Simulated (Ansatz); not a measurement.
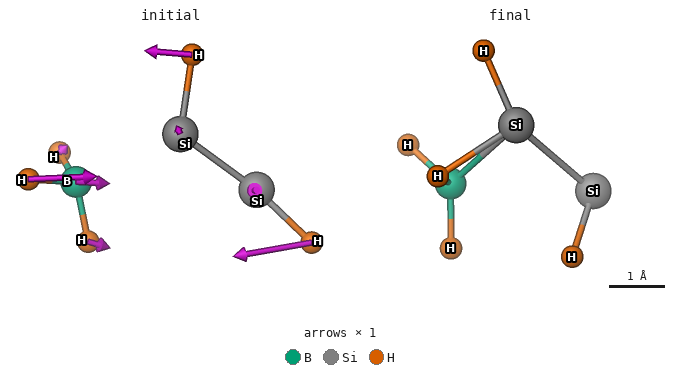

The structure of BSi2H5 before (left) and after (right) a relaxation, at one scale. The purple arrows give the displacements, at their true length.

Style: ball-and-stick. Shown at a tilt.

It is one of the separated reactants of a reaction.

Level of theory: RKS PBE-D4/def2-SVP in Ansatz. Settings: force threshold 0.03 eV/Å; at most 250 steps.

Summarise the run.

Answer. An H atom moves most after the best rigid fit: 1.55 Å. Largest moves by element: H 1.55 Å, B 0.67 Å, Si 0.64 Å. Among the contacts that change: H–Si 2.938 → 1.736 Å, B–Si 3.359 → 2.641 Å, Si–Si 1.833 → 2.230 Å, B–Si 2.320 → 1.997 Å. New bonds form, among them: H–Si (2.94 → 1.74 Å). Bond angles that change, for instance: Si–Si–H 167.3° → 87.9°, Si–Si–H 117.3° → 143.2°, H–B–H 109.5° → 119.7°. After 15 accepted moves (16 points after the start) the energy has fallen by 3.048 eV. Largest force component: 7.7 eV/Å at the start, 0.023 eV/Å at the end. The line search rejected the trial step at point 12 of the run.
